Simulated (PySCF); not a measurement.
C4H11BOSi (SMILES B[C@H]1COCC[SiH2]1)

Input file:

```
{"job": {"kind": "uv", "xc": "wB97X-D", "basis": "def2-SVPD", "nstates": 8, "ntriplets": 3}, "charge": 0, "multiplicity": 1}
B      2.351157     0.908944     0.384205
C      1.085552     0.444261    -0.365091
C      0.856628    -1.065961    -0.480550
O     -0.365314    -1.431805    -1.086718
C     -1.500033    -1.245922    -0.278184
C     -1.875532     0.225760    -0.083758
Si    -0.392127     1.185442     0.622870
H      2.769740     1.985693     0.201451
H      2.867638     0.212695     1.170568
H      0.996598     0.873775    -1.366605
H      0.935539    -1.535951     0.511708
H      1.621552    -1.505740    -1.128272
H     -1.339717    -1.718901     0.704059
H     -2.304907    -1.782196    -0.791022
H     -2.169720     0.636720    -1.050028
H     -2.744819     0.284253     0.569259
H     -0.525679     2.625987     0.391593
H     -0.275315     0.909264     2.062859
```

Run with:

```sh
OMP_NUM_THREADS=1 python probes_run.py task.json out
```

Geometry: GFN2-xTB.

Computed with wB97X-D/def2-SVPD, SCF density, gas phase in PySCF.

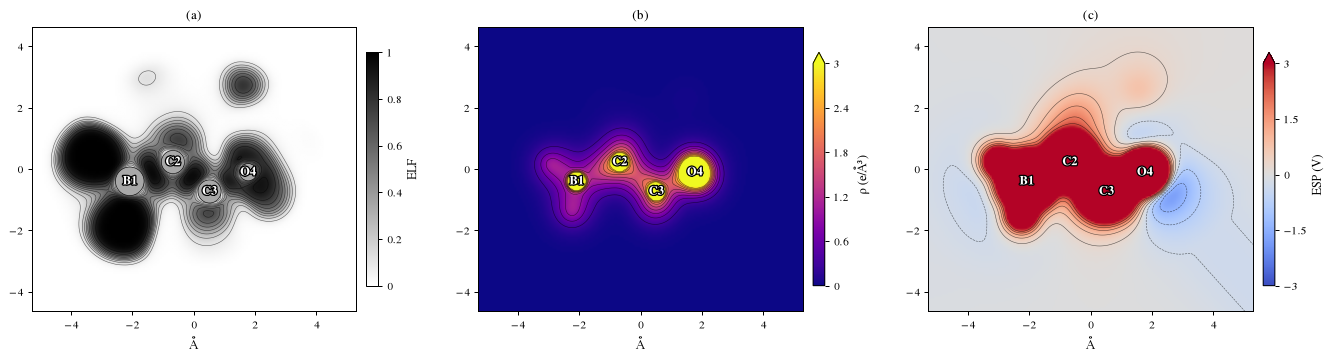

Figure 1. (a) ELF; (b) total electron density; (c) molecular electrostatic potential on the plane of atoms B1, C2 and C3. Grey discs cover the atomic cores in the ELF map.

**Describe what can be read from this map.**

- The plane passes through B, C and O nuclei.
- C–O (1.41 Å): the density is about 2.1 e/Å³ at the midpoint, with its minimum of 1.7 e/Å³ about 0.5 Å from C; the ELF peaks at about 0.90 between the atoms (a polar covalent bond).
- C–C (1.53 Å): the density is about 1.6 e/Å³ at the midpoint; the ELF peaks at about 0.95 between the atoms; localised, covalent bonding.
- C–B (1.54 Å): the density is about 1.5 e/Å³ at the midpoint; the ELF peaks at about 0.95 between the atoms, as expected for localised, covalent bonding.
- The ELF also peaks beside O4, away from the bonds: lone-pair regions.
- Outside the dense part of the molecule the potential is most negative (−1.8 V) near O4.

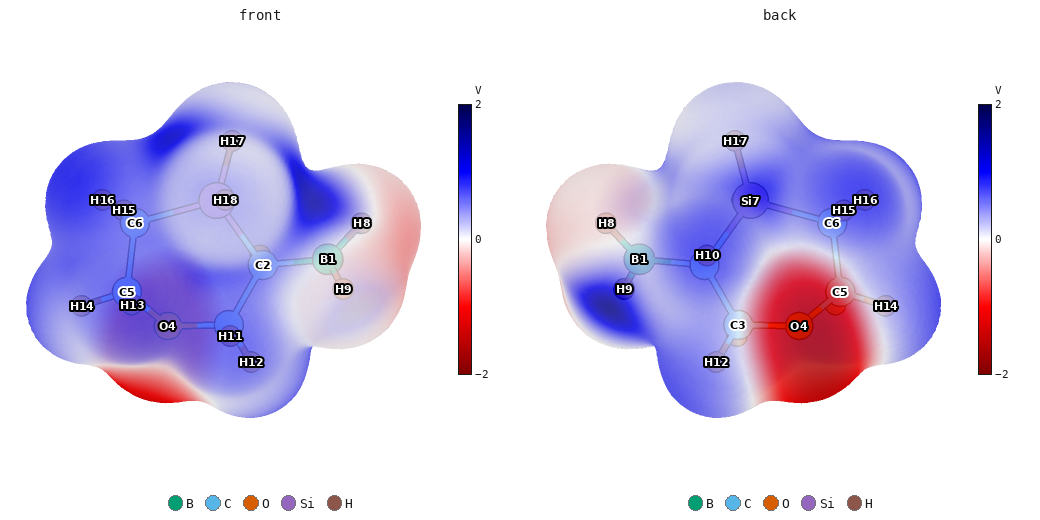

Figure 2. The electrostatic potential painted on the density surface at 0.002 e/bohr³, seen from the front and from behind; the colour scale runs from red (negative) to blue (positive).

**Which sites attract a positive test charge, and which a negative one?**

A positive charge is drawn to the negative regions and a negative charge to the positive ones. The most negative region (about −1.5 V, or −35 kcal/mol for a unit charge) lies over O4, the most positive (about +1.4 V, or +32 kcal/mol for a unit charge) over B1 and Si7. O4 is the likeliest acceptor of a hydrogen bond.

**How polar is the molecule by this calculation?**

Its dipole moment is 1.11 D.
